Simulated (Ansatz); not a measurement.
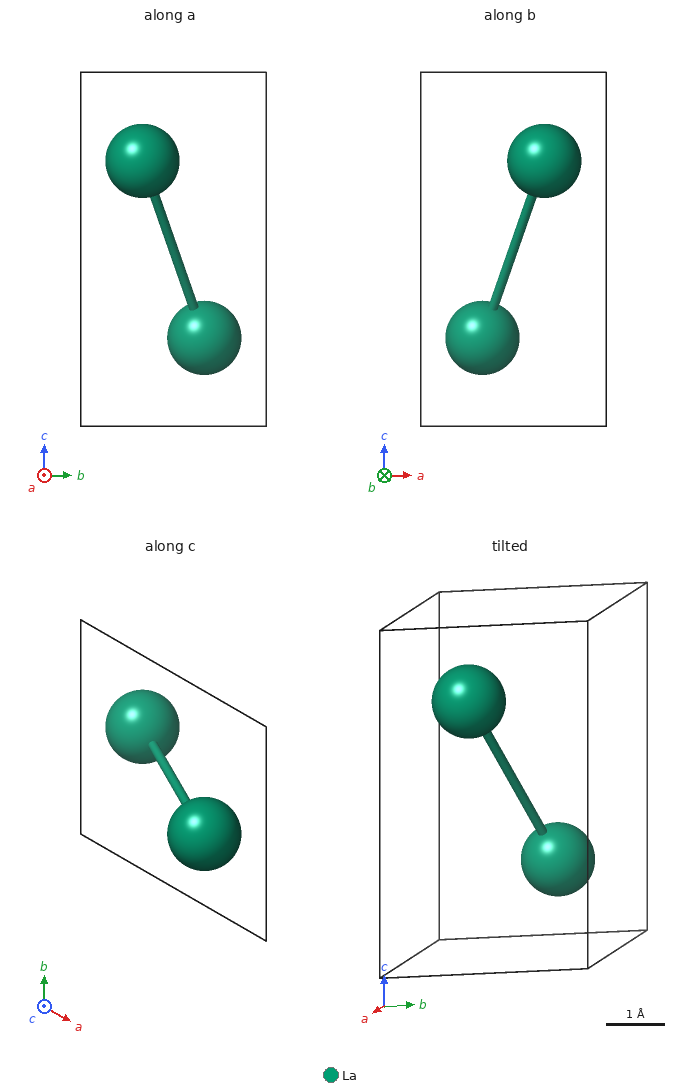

Ball-and-stick model, viewed along the a axis, along the b axis, along the c axis and slightly off an axis. Thin lines show the conventional unit cell, with boundary atoms drawn in all their periodic places.

Lattice parameters: a = 3.7172 Å, b = 3.7172 Å, c = 6.1420 Å, α = 90.000°, β = 90.000°, γ = 120.000°.

Set out the cell and atoms as a CIF in P1 with every atom of the cell.

```cif
data_structure
_symmetry_space_group_name_H-M 'P 1'
_symmetry_Int_Tables_number 1
_cell_length_a 3.7172
_cell_length_b 3.7172
_cell_length_c 6.1420
_cell_angle_alpha 90.000
_cell_angle_beta 90.000
_cell_angle_gamma 120.000
_cell_volume 73.50
loop_
_atom_site_label
_atom_site_type_symbol
_atom_site_fract_x
_atom_site_fract_y
_atom_site_fract_z
_atom_site_occupancy
La1 La 0.3333 0.6667 0.2500 1
La2 La 0.6667 0.3333 0.7500 1
```

The cell started as a structure type filled with this element by a generator (whether the element takes this form wasn't checked). Earlier steps of the study may have refined or changed the cell and positions. It went into a calculation with Ansatz.
